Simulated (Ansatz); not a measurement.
**CH4FInSi: up Jacob's ladder to CCSD(T)**

How much do the methods differ for CH4FInSi? The plan is to run it at one geometry with functionals of several rungs and with coupled cluster, and see how far each lands from CCSD(T) at the basis-set limit for the atomisation energy.

Program: Ansatz 0.2.0, Gaussian basis. Level of theory: functionals in def2-TZVPP, the program's frozen cores in correlated methods. These are calculated values, not measurements.

Plan: LDA (SPW92), PBE-D4, revPBE-D4, BLYP-D4, r2SCAN-D4, B97M-V, PBE0-D4, B3LYP-D4, r2SCANh-D4, r2SCAN0-D4, HSE06-D4, BHLYP-D4, CAM-B3LYP-D4, LC-ωPBE, ωB97X-V, ωB97M-V, B2PLYP, PBE-QIDH; CCSD(T)/def2-SVP; CCSD(T)/def2-TZVPP; MP2/def2-QZVPP; extrapolation to the limit; RPA on PBE.

## 1. The relaxed structure

All runs share one geometry, relaxed beforehand with PBE0-D4 in a triple-zeta def2 set. In takes the def2 core potential; no spin-orbit term is included.

SMILES `F[CH]1[SiH2][InH]1`, 8 atoms, charge 0, spin multiplicity 1.

Atoms are counted from 1 here; the program's logs count them from 0.

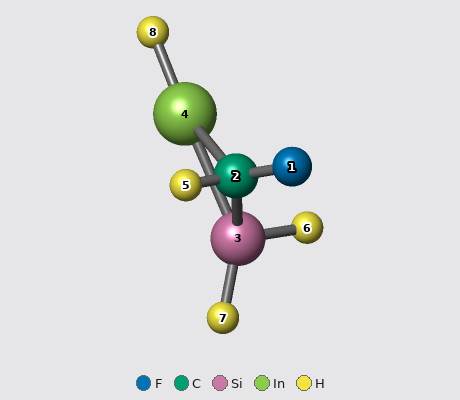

The geometry (fluorine blue, carbon teal, silicon pink, indium green, hydrogen yellow); atoms are numbered from 1 in the order of the file.

As a file:

```
F    -1.8931   -0.7538    0.7997
C    -0.5671   -0.4301    0.6316
Si    0.0483    1.1757   -0.1299
In    1.1073   -1.0271   -0.7164
H    -0.0336   -0.6117    1.5807
H    -0.7123    1.4422   -1.3865
H     0.1955    2.4684    0.6081
H     1.9472   -2.3208   -1.4433
```

## 2. LDA

This LDA is Slater exchange with PW92 correlation.

in.yaml

```yaml
crystal:
  periodic: [false, false, false]
  atoms:
    - {symbol: F, position_ang: [-1.893111, -0.753797, 0.799723]}
    - {symbol: C, position_ang: [-0.567119, -0.430112, 0.631609]}
    - {symbol: Si, position_ang: [0.048256, 1.175732, -0.129892]}
    - {symbol: In, position_ang: [1.107318, -1.027067, -0.716440]}
    - {symbol: H, position_ang: [-0.033559, -0.611677, 1.580715]}
    - {symbol: H, position_ang: [-0.712308, 1.442161, -1.386455]}
    - {symbol: H, position_ang: [0.195476, 2.468370, 0.608107]}
    - {symbol: H, position_ang: [1.947249, -2.320810, -1.443270]}
basis:
  gaussian: {orbitals: def2-TZVPP}
hamiltonian: {xc: lda}
output: {orbitals: {seedname: orbitals}}
```

Launch:

```sh
ansatz run in.yaml --threads 2 --pin off --events-out ev --progress --plain --max-ram 4352MiB
```

Further steps of the session: PBE-D4 (GGA); revPBE-D4 (GGA); BLYP-D4 (GGA); r2SCAN-D4 (meta-GGA); B97M-V (meta-GGA); PBE0-D4 (hybrid); B3LYP-D4 (hybrid); r2SCANh-D4 (hybrid); r2SCAN0-D4 (hybrid); HSE06-D4 (hybrid); BHLYP-D4 (hybrid); CAM-B3LYP-D4 (range-separated); LC-ωPBE (range-separated); ωB97X-V (range-separated); ωB97M-V (range-separated); B2PLYP (double hybrid); PBE-QIDH (double hybrid); CCSD(T) in def2-SVP; CCSD(T) in def2-TZVPP; MP2 in def2-QZVPP; RPA on PBE orbitals.

Before running them: what should the planned runs give, taken together? Wanted: atomisation energy, CCSD(T)/CBS; farthest beyond LDA; mean size of error, GGA; mean size of error, meta-GGA; mean size of error, hybrid; mean size of error, range-separated; mean size of error, double hybrid; gap, smallest and largest; T1 diagnostic.

As calculated:

| quantity | value |
| --- | --- |
| atomisation energy, CCSD(T)/CBS | 537.6 kcal/mol |
| functionals within 5.4 kcal/mol (1.0 %) | r2SCAN-D4, B97M-V, PBE0-D4, r2SCANh-D4, HSE06-D4, CAM-B3LYP-D4, LC-ωPBE, ωB97X-V, ωB97M-V |
| farthest beyond LDA | BHLYP-D4 (-24.7 kcal/mol) |
| mean size of error, GGA | 7.6 kcal/mol |
| mean size of error, meta-GGA | 3.3 kcal/mol |
| mean size of error, hybrid | 8.1 kcal/mol |
| mean size of error, range-separated | 2.5 kcal/mol |
| mean size of error, double hybrid | 10.3 kcal/mol |
| gap, smallest and largest | 2.09 eV (LDA (SPW92)), 8.15 eV (LC-ωPBE) |
| T1 diagnostic | 0.0158 |
| triples share of the correlation energy | 3.6 % |

What this shows: LDA overbinds by 92.1 kcal/mol (17 %). PBE-D4 is off by +9.8 kcal/mol. Double hybrids carry the basis error of their MP2 part in triple zeta, and no dispersion term here, so their miss is partly the set-up's. The rungs range-separated, meta-GGA miss on average by less than the doubt on the reference (5.4 kcal/mol), so they tie. Misses under about 5.4 kcal/mol are within the doubt on the reference itself, which lacks core-valence correlation, spin-orbit coupling and higher excitations, and its outer-core shells are covered unevenly. All levels share the lack of spin-orbit coupling, which lowers the free heavy atoms and so the true binding. Hartree-Fock recovers 67 % of the binding; the rest is correlation. CCSD(T) in def2-SVP is off by -43.4 kcal/mol, more than most functionals: a good method in a small basis is no reference. Orbital gaps span 2.1 to 8.1 eV; exact exchange widens them. Correlated methods include outer-core shells of In, which these sets cover unevenly.
